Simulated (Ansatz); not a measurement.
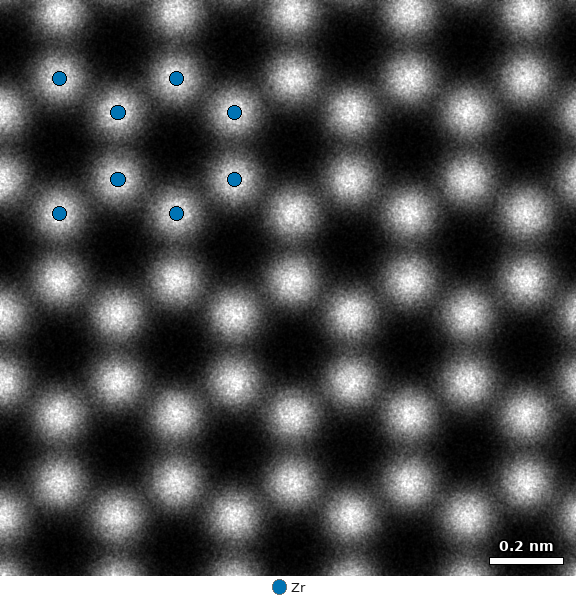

HAADF-like image of Zr (P6_3/mmc, No. 194) along [001]. Simulation: incoherent imaging, intensity Z^1.7 per atom, probe width 1.10 Å, thin sample. Shot noise was added. Structure: the geometry relaxed at fixed volume with DFT r2SCAN, scalar-relativistic, plane waves, PAW (Ansatz).

Coloured dots in one corner mark the columns of the model.

> What can be read from this image?

The columns repeat on a hexagonal net with a repeat of 3.25 Å (plane group p6mm). All columns are alike (Zr). The shortest distance between visible columns is 1.87 Å in projection. Along the beam the structure repeats every 5.15 Å.
